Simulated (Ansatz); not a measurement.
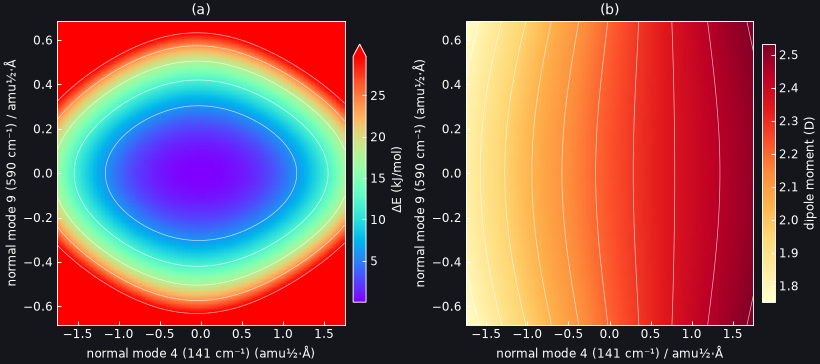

C₂H₆AlI, SMILES [CH3][Al]([CH3])[I]. 
- The first coordinate is: normal mode 4 (141 cm⁻¹); the second: normal mode 9 (590 cm⁻¹).
- Nothing is relaxed (straight displacements along the two mass-weighted modes).
- The grid has 9 × 9 points.
- Energies: kJ/mol, counted from the lowest grid point.
- Method: RKS PBE-D4/def2-SVP in Ansatz.

Panel (a) is the energy; panel (b) is the computed dipole moment, in D.

The picture shows a smooth colour map with a few white contour lines, one colour for all values above the top of the scale. Between grid points the surface is interpolated.

Q: How does the dipole moment vary over the map, and what is it at the lowest grid point?

A: Leaving out the highest fifth of the energies, it runs from 1.81 D at normal mode 4 (141 cm⁻¹) = −1.75 amu½·Å, normal mode 9 (590 cm⁻¹) = −0.342 amu½·Å to 2.51 D at normal mode 4 (141 cm⁻¹) = 1.75 amu½·Å, normal mode 9 (590 cm⁻¹) = 0.342 amu½·Å. At the lowest grid point, normal mode 4 (141 cm⁻¹) = 0.00 amu½·Å, normal mode 9 (590 cm⁻¹) = 0.000 amu½·Å, it is 2.23 D.
